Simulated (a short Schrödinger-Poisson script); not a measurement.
System: MOS inversion layer, SiO2 on p-type Ge(111), at 300 K.

```
layer  material  thickness (nm)  Na (cm⁻³)
-----  --------  --------------  ---------
1          SiO2             4.9          -
2            Ge             610     4.6e17
```

Constants are typed, rounded textbook-type inputs, not results; the design itself was drawn at random and stands for no fabricated device. SiO2: permittivity 3.9, conduction-band edge (eV) 3.1, gap (eV) 9, electron mass (mₑ) 0.5. Ge: permittivity 16, conduction-band edge (eV) 0, gap (eV) 0.664, Nv at 300 K (cm⁻³) 6e18.

Channel valleys (confinement mass, in-plane density-of-states mass, number): L1 1.59, 0.08, 1; L3 0.09, 0.34, 3. At the gate the conduction-band edge of layer 1 lies 3.2 eV − eVg above the Fermi level of the channel; the field vanishes at the back. Gaps are held at their typed values at every temperature. Mesh 0.03 nm at interfaces.

Solved with a short Schrödinger-Poisson script written for these runs: 1D Poisson equation in equilibrium, electrons quantum, Hartree (BenDaniel-Duke, 12 states a valley, the channel's in-plane mass for all, wave functions free to enter the dielectric), parabolic valleys, classical holes, full ionisation, no traps, pinning or gate leakage.

Only gate voltages with over 1e8 electrons/cm² are shown.

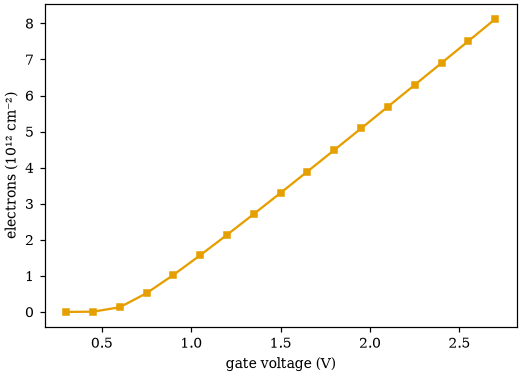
Sheet density against gate voltage

| Vg (V) | electrons (cm⁻²) | C (μF/cm²) | L1 E0 (meV) | L1 E1 (meV) | L3 E0 (meV) | L3 E1 (meV) |
|---|---|---|---|---|---|---|
| 0.3 | 1.83e8 | 0.244 | 244.5 | 279.6 | 304.6 | 389.2 |
| 0.45 | 6.42e9 | 0.241 | 149.4 | 187.6 | 214.4 | 308.0 |
| 0.6 | 1.29e11 | 0.407 | 68.8 | 110.0 | 138.2 | 238.7 |
| 0.75 | 5.20e11 | 0.545 | 29.3 | 73.5 | 102.7 | 207.1 |
| 0.9 | 1.03e12 | 0.590 | 7.7 | 55.0 | 85.0 | 192.2 |
| 1.05 | 1.57e12 | 0.610 | -7.4 | 42.9 | 73.5 | 183.1 |
| 1.2 | 2.14e12 | 0.621 | -19.6 | 33.8 | 65.0 | 176.7 |
| 1.35 | 2.72e12 | 0.628 | -29.9 | 26.4 | 58.1 | 171.9 |
| 1.5 | 3.30e12 | 0.633 | -39.2 | 20.1 | 52.3 | 168.2 |
| 1.65 | 3.89e12 | 0.638 | -47.6 | 14.7 | 47.3 | 165.1 |
| 1.8 | 4.49e12 | 0.641 | -55.4 | 9.8 | 42.8 | 162.6 |
| 1.95 | 5.09e12 | 0.643 | -62.8 | 5.4 | 38.8 | 160.4 |
| 2.1 | 5.69e12 | 0.646 | -69.7 | 1.3 | 35.1 | 158.6 |
| 2.25 | 6.29e12 | 0.648 | -76.4 | -2.4 | 31.6 | 157.0 |
| 2.4 | 6.90e12 | 0.649 | -82.7 | -5.9 | 28.4 | 155.7 |
| 2.55 | 7.51e12 | 0.651 | -88.8 | -9.2 | 25.4 | 154.5 |
| 2.7 | 8.12e12 | 0.653 | -94.7 | -12.3 | 22.6 | 153.5 |

Subbands count from the Fermi level.

Only the L valleys are kept; under strong confinement the Δ valleys of Ge fill too.
